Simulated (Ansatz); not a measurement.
Starting cell, SiO$_{2}$ (space group P4_32_12):

```yaml
crystal:
  lattice:
    - [4.94583, 0.00000, 0.00000]
    - [0.00000, 4.94583, 0.00000]
    - [0.00000, 0.00000, 6.87356]
  atoms:
    - { symbol: Si, position: [0.19586, 0.19586, 0.00000] }
    - { symbol: Si, position: [0.30414, 0.69586, 0.75000] }
    - { symbol: Si, position: [0.80414, 0.80414, 0.50000] }
    - { symbol: Si, position: [0.69586, 0.30414, 0.25000] }
    - { symbol: O, position: [0.61285, 0.73741, 0.68310] }
    - { symbol: O, position: [0.76259, 0.11285, 0.43310] }
    - { symbol: O, position: [0.38715, 0.26259, 0.18310] }
    - { symbol: O, position: [0.23741, 0.88715, 0.93310] }
    - { symbol: O, position: [0.11285, 0.76259, 0.56690] }
    - { symbol: O, position: [0.26259, 0.38715, 0.81690] }
    - { symbol: O, position: [0.88715, 0.23741, 0.06690] }
    - { symbol: O, position: [0.73741, 0.61285, 0.31690] }
```

A phonon eigenvector at Γ is frozen into this cell: atom i moves by Q times the vector below, so Q is the largest atomic displacement, in Å. The cell is held.

```json
[
 {"atom": "Si1", "x": "0.419", "y": "0.419", "z": "0.000"},
 {"atom": "Si2", "x": "-0.419", "y": "0.419", "z": "0.000"},
 {"atom": "Si3", "x": "-0.419", "y": "-0.419", "z": "0.000"},
 {"atom": "Si4", "x": "0.419", "y": "-0.419", "z": "0.000"},
 {"atom": "O5", "x": "0.780", "y": "0.186", "z": "-0.598"},
 {"atom": "O6", "x": "-0.186", "y": "0.780", "z": "-0.598"},
 {"atom": "O7", "x": "-0.780", "y": "-0.186", "z": "-0.598"},
 {"atom": "O8", "x": "0.186", "y": "-0.780", "z": "-0.598"},
 {"atom": "O9", "x": "0.780", "y": "-0.186", "z": "0.598"},
 {"atom": "O10", "x": "-0.186", "y": "-0.780", "z": "0.598"},
 {"atom": "O11", "x": "-0.780", "y": "0.186", "z": "0.598"},
 {"atom": "O12", "x": "0.186", "y": "0.780", "z": "0.598"}
]
```

Calculation: LDA (plane waves to 420 eV, PAW, scalar-relativistic; Ansatz, an electronic-structure program). k mesh 6×6×4 (Γ-centred), Fermi-Dirac smearing 0.05 eV. The energy includes the smearing's −TS. SiO2 was relaxed with its symmetry unable to fall. ΔE is measured from the undisplaced structure.

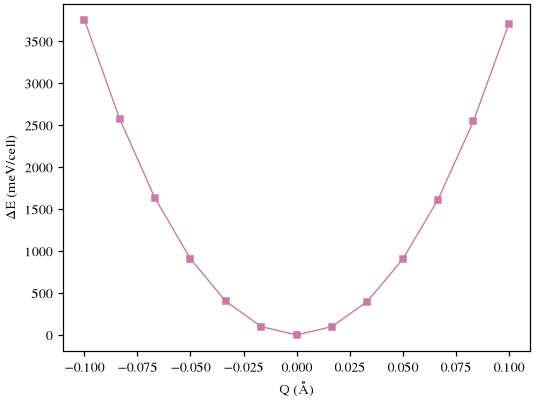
Fig. 1. ΔE (meV/cell) against Q (Å); markers are the computed points, lines only join them.

Q: What is the energy change at Q = 0.100 Å?

A: About 3700 meV/cell.

Q: What harmonic wavenumber does the curvature at Q = 0 give?

A: About 1100 cm⁻¹.

(For displaced atoms, the force is minus the slope of the energy, and its curvature is a force constant, which sets phonon frequencies.)
